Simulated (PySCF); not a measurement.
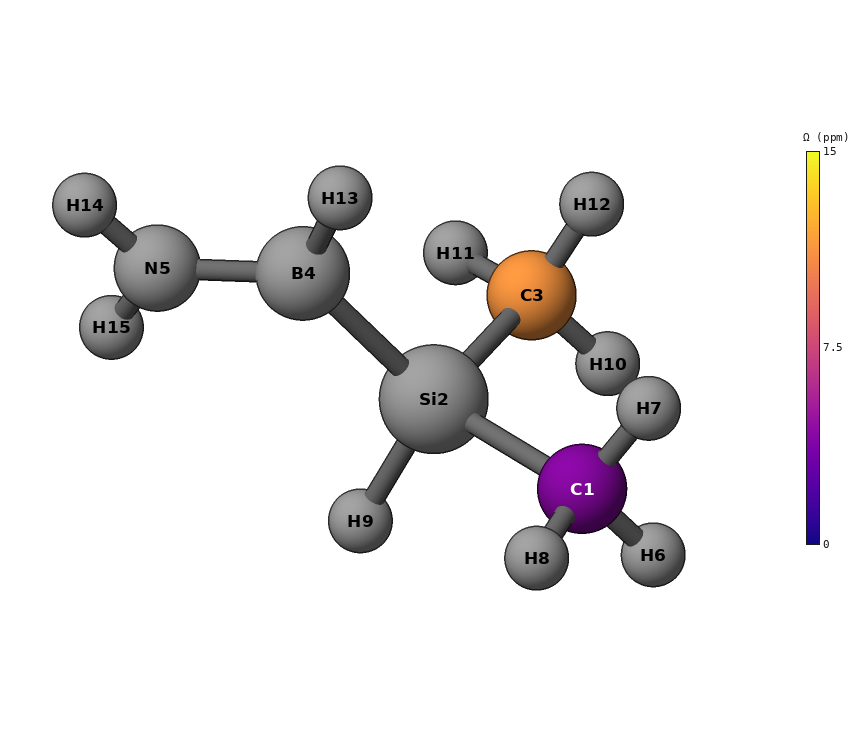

The C atoms are coloured by the span of their shielding tensor. The geometry was computed by an optimisation with GFN2-xTB. No frequency run is at hand to confirm it as a minimum. Properties computed with GIAO PBE0/pcSseg-1 NMR shielding, non-relativistic, gas phase (PySCF 2.14.0). Principal shieldings σ11 ≤ σ22 ≤ σ33, span Ω = σ33 − σ11, skew κ = 3(σiso − σ22)/Ω.

> Which C atom has the most anisotropic shielding?

C3, with a span of 11 ppm.

Give the shielding tensors of the C atoms.

```json
{"atom": "C1", "σ11": "189.1", "σ22": "190.5", "σ33": "193.3", "σiso": "191.0", "Ω": "4.2", "κ": "0.34"}
{"atom": "C3", "σ11": "185.3", "σ22": "190.9", "σ33": "196.6", "σiso": "190.9", "Ω": "11.3", "κ": "0.00"}
```

Shieldings and span in ppm.

The geometry is semi-empirical. Around B, Si such bond lengths and angles can be off by a tenth of an ångström or more and by several degrees, and values that hang on the shape move with them.
